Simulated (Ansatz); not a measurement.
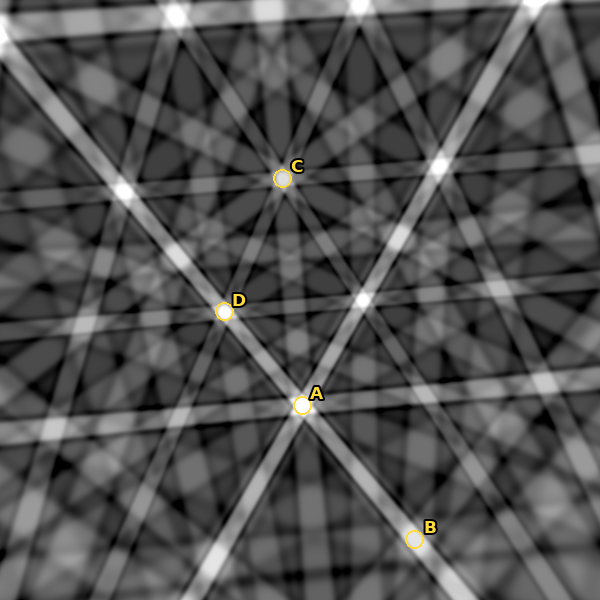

Simulated Kikuchi (electron backscatter) pattern at 15 kV: kinematic bands of width 2θ(Bragg) in gnomonic projection, seen from the camera side; the frame spans ±42° from its centre. Crystal: Zr2B3, space group P321 (No. 150), a = 3.21 Å, c = 7.21 Å (hexagonal axes). Structure: coordinates from a relaxation with DFT PBE, scalar-relativistic, plane waves, PAW in Ansatz; the starting structure was generated, so it need not be a known form of this composition.

Pole A is [1-11] and pole B is [3-11].

Index the poles C and D.

Answer. C is [001], 37.6° from A and 58.1° from B. D is [0-11], 20.2° from A and 43.7° from B.

Which band joins A and B, and how wide is it?

Answer. It comes from the planes common to both zones. The strongest order is 0 1 1 with d = 2.596 Å, so the band is 2θ = 2.2° wide (λ = 0.0994 Å). Other orders of the same planes (0 2 2) lie on the same centre line with other widths.
